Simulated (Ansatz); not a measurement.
The starting structures come from a database of crystals and need not be the phases stable at ambient conditions.

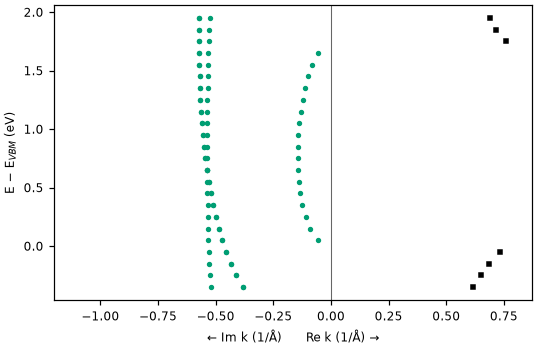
Complex bands at the centre of the two-dimensional zone; PBEsol in Ansatz (a first-principles code)

No gap correction and no spin-orbit coupling; mid-gap is the computed energy nearest the middle.

### Question
This is TlBr (Pm-3m, CsCl type, 2 atoms a cell, 31.5 Å³ an atom) along the normal of (001). Read off the slowest decay at the centre of the two-dimensional zone at 0.85 eV, the computed energy nearest the middle of the gap.

### Answer
κ ≈ 0.14 1/Å, a decay length 1/(2κ) of the density of 3.5 Å.
